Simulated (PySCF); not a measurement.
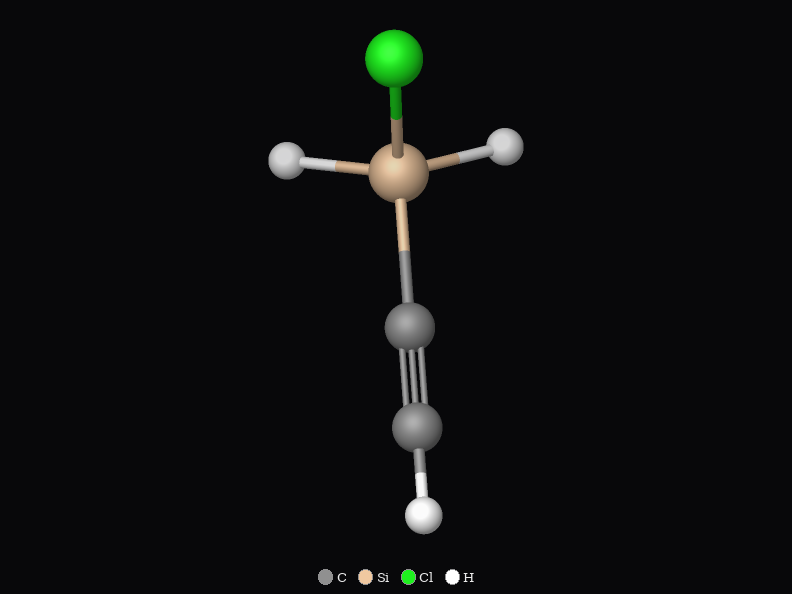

Ball-and-stick drawing of a structure.

Computed geometry: GFN2-xTB optimisation. No frequency run is at hand to confirm it as a minimum.

Question: Count the atoms of each element.

Answer: C₂H₃ClSi, 7 atoms: 2 carbon, 3 hydrogen, 1 chlorine and 1 silicon.

Question: How many atoms are distinct by symmetry?

Answer: 6: 1 C, 1 C, 1 Si, 1 Cl, 1 H, 2 H.

Question: Write the SMILES.

Answer: C#C[SiH2]Cl

More results for the same structure follow; atom numbers are the same in all pictures, views and colours differ.

### Geometry

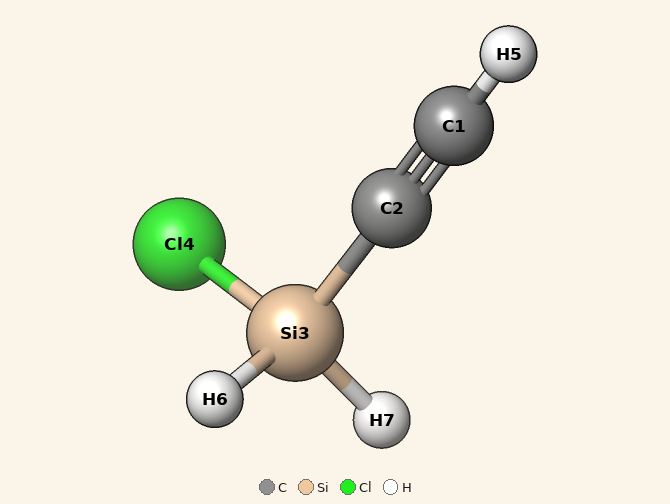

Numbered structure. No frequency run is at hand to confirm it as a minimum.

Give the bond lengths.

```tsv
bond	length (Å)	order
C1–C2	1.202	triple
C1–H5	1.053	single
C2–Si3	1.849	single
Si3–Cl4	2.023	single
Si3–H6	1.460	single
Si3–H7	1.460	single
```

### Excitation

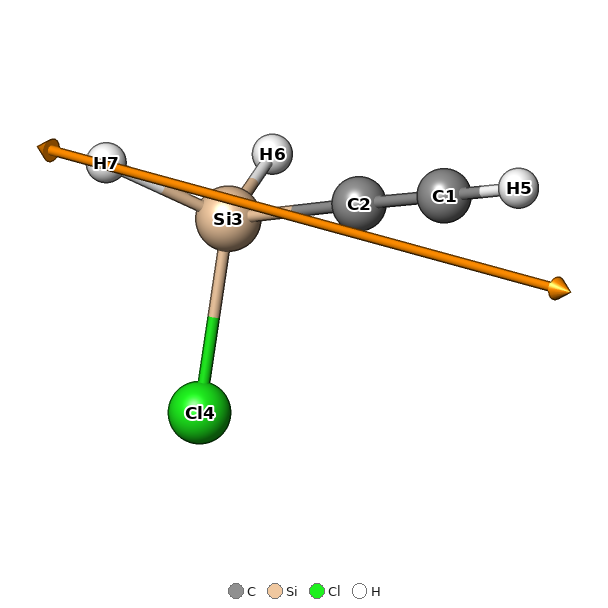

The double arrow shows the direction of the transition dipole to excited singlet state 5 (its length means nothing). No frequency run is at hand to confirm it as a minimum. Method: TDDFT PBE0/def2-SVPD, vertical, gas phase, core orbitals frozen in the response (PySCF 2.14.0).

Question: Where does the transition lie, and how strong is it?

Answer: 7.34 eV (169 nm), oscillator strength 0.022, mainly HOMO−3 → LUMO (weight 0.94); transition dipole 0.89 D.

### NMR shielding

The questions are on isotropic NMR shieldings of the C atoms. No frequency run is at hand to confirm it as a minimum. Method: GIAO PBE0/pcSseg-1 NMR shielding, non-relativistic, gas phase (PySCF 2.14.0).

List the isotropic NMR shieldings of the C atoms.

| atom | σ (ppm) |
| --- | --- |
| C1 | 81.5 |
| C2 | 100.3 |

### Quadrupole coupling

No frequency run is at hand to confirm it as a minimum. Electric field gradients from the ground-state density, PBE0/pcSseg-1 (PySCF 2.14.0), non-relativistic apart from any core potentials.

Give the largest field-gradient component, the quadrupole coupling constant and the asymmetry for 35Cl at Cl4 (Q = −81.7 mb), 2H at H5 (Q = 2.86 mb), 2H at H6 (Q = 2.86 mb).

```csv
atom,V_zz (a.u.),e²qQ/h (MHz),η
Cl4,2.230,−42.8,0.04
H5,0.385,0.259,0.00
H6,0.160,0.107,0.02
```

The geometry is semi-empirical. Around Si such bond lengths and angles can be off by a tenth of an ångström or more and by several degrees, and values that hang on the shape move with them.
